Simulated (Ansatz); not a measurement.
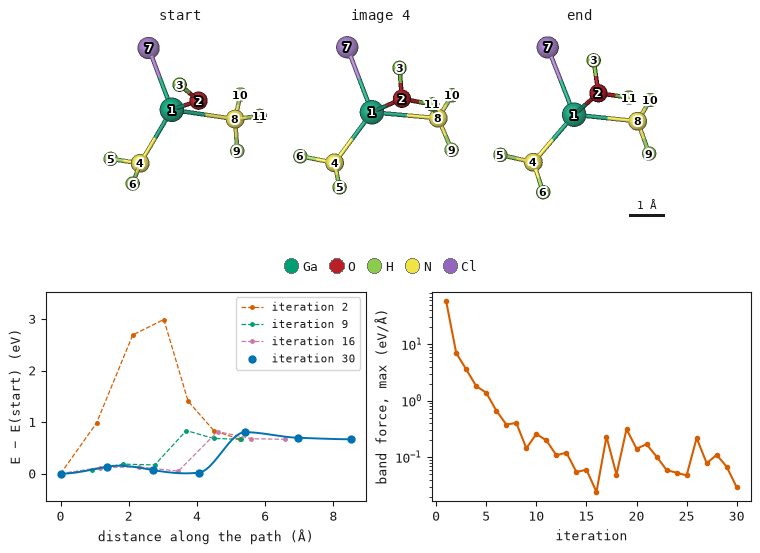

A search for the minimum-energy path of GaN$_{2}$H$_{6}$OCl by the nudged elastic band. Images are numbered from 0 (start) to 6 (end). The plot follows the band through its iterations. A ball-and-stick model, seen from a free direction.

The calculation used RKS PBE0/def2-SVP in Ansatz. Settings: 5 movable images; climbing image; force threshold 0.05 eV/Å; iteration limit 60; starting path through a guess of the saddle point.

How did the profile develop, and is the result final?

Answer. The run is converged, with reservations. The band converged in 30 iterations. The largest component of the band force went from 58 to 0.029 eV/Å. The climbing image converged on the top of the path. Its vibrational analysis gives one imaginary mode (924i cm⁻¹), as a transition state must have. The first iteration put the highest image at 10.62 eV. Forward barrier 0.81 eV, backward barrier 0.14 eV, with image 4 at the top; the reaction energy is +0.67 eV. The profile has 2 maxima (images 1, 4) with a dip at image 3 (+0.02 eV), so the process runs in steps.
